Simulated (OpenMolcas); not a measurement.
Run report: GeHF3, single-point calculation (part 2 of 2)

The same run, continued: GeHF3; CASSCF/ANO-R1, sfX2C (OpenMolcas 26.06). The geometry comes from this level: PBE0-D4/def2-TZVP.

Geometry of the input (Å):
```
F  -0.2498  -0.7341  1.4830
Ge 0.0956  -0.0087  -0.0233
F  -0.6731  1.5157  -0.0113
F  -0.7081  -0.9440  -1.2040
H  1.5852  0.0973  -0.2857
```

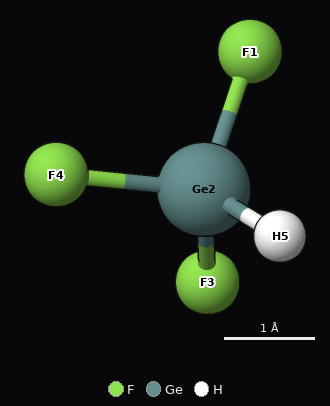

Figure 1. The input geometry (ball-and-stick view, seen at a tilt; atoms are numbered from 1 in the order of the input). Sticks mark near contacts.

**Log, continued**
```
++    Natural Bond Order analysis
      ---------------------------
      Based on LoProp computed density
      -------------------------------------------------------------------------------------
      Atom A       Atom B       Bond Order
      -------------------------------------------------------------------------------------
      NBO located      0.999 non-bonded electrons on atom F1
      NBO located      0.992 non-bonded electrons on atom F1
      NBO located      0.995 non-bonded electrons on atom GE2
      NBO located      1.001 non-bonded electrons on atom GE2
      NBO located      0.997 non-bonded electrons on atom GE2
      NBO located      1.000 non-bonded electrons on atom GE2
      NBO located      0.999 non-bonded electrons on atom GE2
      NBO located      0.998 non-bonded electrons on atom GE2
      NBO located      0.998 non-bonded electrons on atom GE2
      NBO located      0.998 non-bonded electrons on atom GE2
      NBO located      0.999 non-bonded electrons on atom GE2
      NBO located      0.999 non-bonded electrons on atom GE2
      NBO located      1.000 non-bonded electrons on atom GE2
      NBO located      1.000 non-bonded electrons on atom GE2
      NBO located      1.000 non-bonded electrons on atom GE2
      NBO located      1.000 non-bonded electrons on atom GE2
      NBO located      0.999 non-bonded electrons on atom F3
      NBO located      1.019 non-bonded electrons on atom F3
      NBO located      0.980 non-bonded electrons on atom F3
      NBO located      0.999 non-bonded electrons on atom F4
      NBO located      1.019 non-bonded electrons on atom F4
      The remaining    9.671 electrons are to be considered as diffuse
--

--

      Average orbitals are written to the RASORB file
      Natural orbitals for root   1 are written to the RASORB.1 file
      Spin density orbitals for root   1 are written to the SPDORB.1 file

--- Stop Module: rasscf /rc=_RC_ALL_IS_WELL_ ---

>>> COPY step2.RunFile RUNFIL1

>>> COPY step2.RasOrb INPORB

--- Start Module: gateway ---

                                              &GATEWAY

                       available to each process: 1.9 GB of memory, 1 thread

++    Symmetry information:
      ---------------------

                    Character Table for C1

                             E
                    a        1  x, y, xy, Rz, z, xz, Ry, yz, Rx, I
--

++    Basis set information:
      ----------------------

      Basis set label: F.ANO-R...3S2P1D.

      Electronic valence basis set:
      ------------------
      Associated Effective Charge   9.000000 au
      Associated Actual Charge      9.000000 au
      Nuclear Model: Finite nucleus - Gaussian distribution
        Gaussian exponent, Xi/bohr**(-2):  5.35469E+08

      Shell  nPrim  nBasis  Cartesian Spherical Contaminant
         s      13       3        X
         p       8       2        X
         d       4       1                 X

      Basis set label: GE.ANO-R...5S4P3D1F.

      Electronic valence basis set:
      ------------------
      Associated Effective Charge  32.000000 au
      Associated Actual Charge     32.000000 au
      Nuclear Model: Finite nucleus - Gaussian distribution
        Gaussian exponent, Xi/bohr**(-2):  2.52356E+08

      Shell  nPrim  nBasis  Cartesian Spherical Contaminant
         s      20       5        X
         p      15       4        X
         d       9       3                 X
         f       6       1                 X

      Basis set label: F.ANO-R...3S2P1D.

      Electronic valence basis set:
      ------------------
      Associated Effective Charge   9.000000 au
      Associated Actual Charge      9.000000 au
      Nuclear Model: Finite nucleus - Gaussian distribution
        Gaussian exponent, Xi/bohr**(-2):  5.35469E+08

      Shell  nPrim  nBasis  Cartesian Spherical Contaminant
         s      13       3        X
         p       8       2        X
         d       4       1                 X

      Basis set label: H.ANO-R...2S1P.

      Electronic valence basis set:
      ------------------
      Associated Effective Charge   1.000000 au
      Associated Actual Charge      1.000000 au
      Nuclear Model: Finite nucleus - Gaussian distribution
        Gaussian exponent, Xi/bohr**(-2):  2.12482E+09

      Shell  nPrim  nBasis  Cartesian Spherical Contaminant
         s       7       2        X
         p       4       1        X
--

++    Molecular structure info:
      -------------------------

                    ************************************************
                    **** Cartesian Coordinates / bohr, angstrom ****
                    ************************************************

     Center  Label                x              y              z                     x              y              z
        1      F1              -0.472054      -1.387248       2.802464             -0.249800      -0.734100       1.483000
        2      GE2              0.180658      -0.016441      -0.044031              0.095600      -0.008700      -0.023300
        3      F3              -1.271975       2.864258      -0.021354             -0.673100       1.515700      -0.011300
        4      F4              -1.338115      -1.783901      -2.275230             -0.708100      -0.944000      -1.204000
        5      H5               2.995594       0.183870      -0.539895              1.585200       0.097300      -0.285700

                    ***************************************
                    *    InterNuclear Distances / bohr    *
                    ***************************************

               1 F1            2 GE2           3 F3            4 F4            5 H5
    1 F1       0.000000
    2 GE2      3.226093        0.000000
    3 F3       5.166152        3.226310        0.000000
    4 F4       5.166273        3.226274        5.166209        0.000000
    5 H5       5.066000        2.865287        5.066113        5.066019        0.000000

                    *******************************************
                    *    InterNuclear Distances / angstrom    *
                    *******************************************

               1 F1            2 GE2           3 F3            4 F4            5 H5
    1 F1       0.000000
    2 GE2      1.707175        0.000000
    3 F3       2.733810        1.707290        0.000000
    4 F4       2.733874        1.707270        2.733840        0.000000
    5 H5       2.680812        1.516245        2.680872        2.680822        0.000000
--

            Nuclear Potential Energy            331.33937153 au

--- Stop Module: gateway /rc=_RC_ALL_IS_WELL_ ---
--- Module gateway spent 2 seconds ---

--- Start Module: seward ---

                                              &SEWARD

                       available to each process: 1.9 GB of memory, 1 thread

               SEWARD will generate:
                  Multipole Moment integrals up to order  2
                  Kinetic Energy integrals
                  Nuclear Attraction integrals (finite nuclei - Gaussian type)
                  One-Electron Hamiltonian integrals
                  Velocity integrals
                  Relativistic X2C integrals
                  Orbital angular momentum around ( -0.3197  -0.0520   0.0441 )
                  Velocity quadrupole around ( -0.3197  -0.0520   0.0441 )
                  Atomic mean-field integrals
                  RI decomposed two-electron repulsion integrals stored Cholesky style
                   - acCD auxiliary basis
                   - CD Threshold:   1.00E-04

                   Integrals are discarded if absolute value <: 1.00E-14
                   Integral cutoff threshold is set to       <: 1.00E-16

            Nuclear Potential Energy            331.33937153 au

      Basis set specifications :
      Symmetry species         a
      Basis functions           86

--- Stop Module: seward /rc=_RC_ALL_IS_WELL_ ---
--- Module seward spent 2 seconds ---

>>> COPY step2.RunFile RUNFIL2

--- Start Module: expbas ---

                                              &EXPBAS

                       available to each process: 1.9 GB of memory, 1 thread

 Header on input orbitals file:
* RASSCF average (pseudo-natural) orbitals

 Information from input runfile
           Number of symmetries    1
      Number of basis functions   34

 Information from expanded basis set runfile
           Number of symmetries    1
      Number of basis functions   86
 New orbitals have been built in file EXPORB
--- Stop Module: expbas /rc=_RC_ALL_IS_WELL_ ---

--- Start Module: rasscf ---

                                              &RASSCF

                       available to each process: 1.9 GB of memory, 1 thread

      Header of the ONEINT file:
      --------------------------

      OrdInt status: non-squared

      Cartesian coordinates in angstrom:
      -----------------------------------------------------
      No.  Label        X            Y            Z
      -----------------------------------------------------
       1   F1        -0.24980000  -0.73410000   1.48300000
       2   GE2        0.09560000  -0.00870000  -0.02330000
       3   F3        -0.67310000   1.51570000  -0.01130000
       4   F4        -0.70810000  -0.94400000  -1.20400000
       5   H5         1.58520000   0.09730000  -0.28570000
      -----------------------------------------------------
      Nuclear repulsion energy =  331.33937153

++    Wave function specifications:
      -----------------------------

      Number of closed shell electrons          58
      Number of electrons in active shells       2
      Max number of holes in RAS1 space          0
      Max nr of electrons in RAS3 space          0
      Number of inactive orbitals               29
      Number of active orbitals                  2
      Number of secondary orbitals              55
      Spin quantum number                      0.0
      State symmetry                             1
--

++    Orbital specifications:
      -----------------------

      Symmetry species                           1
                                                 a
      Frozen orbitals                            0
      Inactive orbitals                         29
      Active orbitals                            2
      RAS1 orbitals                              0
      RAS2 orbitals                              2
      RAS3 orbitals                              0
      Secondary orbitals                        55
      Deleted orbitals                           0
      Number of basis functions                 86
--

++    CI expansion specifications:
      ----------------------------

      Number of CSFs                             3
      Number of spin combinations                3
      Number of determinants                     4
      Number of root(s) required                 1
      Root chosen for geometry opt.              1
      CI root used                               1

      highest root included in the CI            1
      max. size of the explicit Hamiltonian      3
--

++    Optimization specifications:
      ----------------------------

      RASSCF algorithm: LK RI/DF
      Maximum number of macro iterations       200
      Maximum number of SX iterations          100
      Threshold for RASSCF energy            1.000E-08
      Threshold for max MO rotation          1.000E-01
      Threshold for max BLB element          1.000E-04
      Level shift parameter                  5.000E-01
      Make Quasi-Newton update
--

      The MO-coefficients are taken from the file:
      step2.ExpOrb
      Title:Basis set expanded orbital file EXPORB

      Total molecular charge    0.00

      ************************************************************************************************************************
      *                                            Wave function control section                                             *
      ************************************************************************************************************************

                                         RASSCF iterations: Energy and convergence statistics
                                         ----------------------------------------------------

          iter iter root      energy       change     param      element    value   shift minimum  type update hh:mm:ss
 Nr of preliminary CI iterations:   1
      Total energies have been shifted. Add                -2000.00 au
        1   1   16    1  -395.89752648    0.00E+00  -1.08E-01*  25  36 1  3.24E-01*  0.00   0.00    SX    NO    0:00:00
        2   1  101    1  -396.42333154   -5.26E-01*  1.13E-01*  23  33 1 -1.43E-01*  0.00   0.00    SX    NO    0:00:00
        3   1  101    1  -396.51300467   -8.97E-02* -5.57E-02   25  36 1  6.68E-02*  0.00   0.00    SX    NO    0:00:00
        4   1   25    1  -396.53358421   -2.06E-02*  4.32E-02   23  33 1 -2.91E-02*  0.00   0.00    SX    NO    0:00:00
        5   1   32    1  -396.53656661   -2.98E-03*  1.66E-02   25  36 1  2.48E-02*  0.00   0.69    QN   YES    0:00:00
        6   1   23    1  -396.53838699   -1.82E-03*  1.48E-02   27  68 1 -4.65E-03*  0.00   1.34    QN   YES    0:00:00
        7   1   21    1  -396.53864583   -2.59E-04*  8.77E-03   25  36 1  4.91E-03*  0.00   1.12    QN   YES    0:00:00
        8   1   20    1  -396.53872670   -8.09E-05*  2.91E-03   28  33 1  1.12E-03*  0.00   0.92    QN   YES    0:00:00
        9   1   19    1  -396.53873387   -7.17E-06*  4.28E-03   25  36 1  2.11E-03*  0.00   2.50    LS   YES    0:00:00
       10   1   20    1  -396.53872819    5.69E-06*  2.16E-03   25  36 1  3.28E-03*  0.00   0.21    QN   YES    0:00:00
       11   1   19    1  -396.53874387   -1.57E-05* -4.39E-03   25  36 1  4.32E-04*  0.00   1.26    QN   YES    0:00:00
       12   1   18    1  -396.53874993   -6.06E-06* -1.39E-02   25  36 1  3.39E-04*  0.00   1.48    QN   YES    0:00:00
       13   1   19    1  -396.53875617   -6.24E-06*  1.52E-03   25  36 1 -1.54E-03*  0.00   0.86    QN   YES    0:00:00
       14   1   17    1  -396.53875839   -2.23E-06*  2.26E-03   20  31 1 -2.08E-04*  0.00   2.50    LS   YES    0:00:00
       15   1   18    1  -396.53875906   -6.71E-07* -5.24E-03   25  36 1  9.23E-04*  0.00   0.73    QN   YES    0:00:00
       16   1   16    1  -396.53876060   -1.54E-06*  4.59E-03   25  36 1 -2.23E-04*  0.00   1.14    QN   YES    0:00:00
       17   1   15    1  -396.53876117   -5.66E-07* -1.29E-03   25  36 1  1.32E-04*  0.00   1.20    QN   YES    0:00:00
       18   1   14    1  -396.53876134   -1.71E-07* -1.30E-03   30  41 1  2.99E-05   0.00   2.01    LS   YES    0:00:00
       19   1   13    1  -396.53876137   -2.97E-08* -1.30E-03   15  56 1 -6.51E-05   0.00   0.71    QN   YES    0:00:00
       20   1   12    1  -396.53876143   -6.27E-08*  3.54E-04   29  34 1  2.12E-05   0.00   1.33    QN   YES    0:00:00
       21   1    8    1  -396.53876144   -8.20E-09  -4.56E-05   25  36 1 -7.77E-06   0.00   1.15    QN   YES    0:00:00
      Convergence after 21 iterations
       22   1    8    1  -396.53876144   -6.79E-10  -4.56E-05   30  35 1  2.10E-06   0.00   1.15    QN   YES    0:00:00

      ************************************************************************************************************************
                                                      Wave function printout:
                       occupation of active orbitals, and spin coupling of open shells (u,d: Spin up or down)
      ************************************************************************************************************************

      Note: transformation to natural orbitals
      has been made, which may change the order of the CSFs.

      printout of CI-coefficients larger than  0.05 for root  1
      energy=   -2396.538761
      conf/sym  11     Coeff  Weight
             1  20   0.99527 0.99057
             3  02  -0.09711 0.00943

      Natural orbitals and occupation numbers for root  1
      sym 1:   1.981141   0.018859

      ************************************************************************************************************************
      *                                                    Final results                                                     *
      ************************************************************************************************************************

++    Final optimization conditions:
      ------------------------------

      Average CI energy                           -2396.53876144
      RASSCF energy for state  1                  -2396.53876144
      Super-CI energy                                -0.00000000
      RASSCF energy change                           -0.00000000
      Max change in MO coefficients               5.158E-05
      Max non-diagonal density matrix element    -4.564E-05
      Maximum BLB matrix element                  2.101E-06
      (orbital pair  30,  35 in symmetry   1)
      Norm of electronic gradient            7.476E-06
--

      Final state energy(ies):
      ------------------------

::    RASSCF root number  1 Total energy:  -2396.53876144
      Von Neumann Entropy (Root   1) =  0.07699

      Mulliken population analysis for root number:  1
      -----------------------------------------------

++    Molecular charges:
      ------------------

      Mulliken charges per centre
      ---------------------------

                F1      GE2     F3      F4      H5
      Total    9.3756 30.8196  9.4077  9.4077  0.9895

      N-E     -0.3756  1.1804 -0.4077 -0.4077  0.0105

      Total electronic charge=   60.000000

      Total            charge=   -0.000000
--

      Expectation values of various properties for root number:  1
      -----------------------------------------------------------

++    Molecular properties:
      ---------------------

      Charge (e):
                      =   -0.0000
      Dipole Moment (debye):
      Origin of the operator (angstrom)=   -0.1692   -0.0275    0.0233
                   X=  2.7639E+00               Y=  1.2581E-01               Z= -3.4110E-01           Total=  2.7877E+00
      Quadrupole Moment (debye*angstrom):
      Origin of the operator (angstrom)=   -0.1692   -0.0275    0.0233
                  XX= -2.9693E+01              XY=  4.3270E-01              XZ= -1.0661E+00              YY= -3.5519E+01
                  YZ= -2.1245E-01              ZZ= -3.5147E+01
      In traceless form (debye*angstrom)
                  XX=  5.6398E+00              XY=  6.4906E-01              XZ= -1.5991E+00              YY= -3.0990E+00
                  YZ= -3.1867E-01              ZZ= -2.5408E+00
--

      LoProp population analysis for root number:  1
      -----------------------------------------------

++    LoProp analysis:
      ----------------

++    Static properties:
      ------------------

      LoProp Charges per center

                   F1       GE2      F3       F4       H5
      Nuclear      9.0000  32.0000   9.0000   9.0000   1.0000
      Electronic  -9.4439 -30.5742  -9.4713  -9.4713  -1.0392

      Total       -0.4439   1.4258  -0.4713  -0.4713  -0.0392
--

      Natural Bond Order analysis for root number:  1

++    Natural Bond Order analysis
      ---------------------------
      Based on LoProp computed density
      -------------------------------------------------------------------------------------
      Atom A       Atom B       Bond Order
        GE2          H5             0.788
      -------------------------------------------------------------------------------------
      NBO located      1.577 electrons involved in    1 bonds.
      NBO located      1.000 non-bonded electrons on atom F1
      NBO located      0.977 non-bonded electrons on atom GE2
      NBO located      1.001 non-bonded electrons on atom GE2
      NBO located      1.001 non-bonded electrons on atom GE2
      NBO located      0.999 non-bonded electrons on atom GE2
      NBO located      0.998 non-bonded electrons on atom GE2
      NBO located      0.998 non-bonded electrons on atom GE2
      NBO located      0.998 non-bonded electrons on atom GE2
      NBO located      0.998 non-bonded electrons on atom GE2
      NBO located      0.998 non-bonded electrons on atom GE2
      NBO located      1.000 non-bonded electrons on atom GE2
      NBO located      1.000 non-bonded electrons on atom GE2
      NBO located      1.000 non-bonded electrons on atom GE2
      NBO located      1.000 non-bonded electrons on atom GE2
      NBO located      1.000 non-bonded electrons on atom GE2
      NBO located      1.000 non-bonded electrons on atom F3
      NBO located      1.012 non-bonded electrons on atom F3
      NBO located      1.000 non-bonded electrons on atom F4
      The remaining   11.588 electrons are to be considered as diffuse
--

--

      Average orbitals are written to the RASORB file
      Natural orbitals for root   1 are written to the RASORB.1 file
      Spin density orbitals for root   1 are written to the SPDORB.1 file

--- Stop Module: rasscf /rc=_RC_ALL_IS_WELL_ ---
--- Module rasscf spent 3 seconds ---

.##################.
.# Happy landing! #.
.##################.

    Timing: Wall=10.39 User=9.41 System=0.95
```
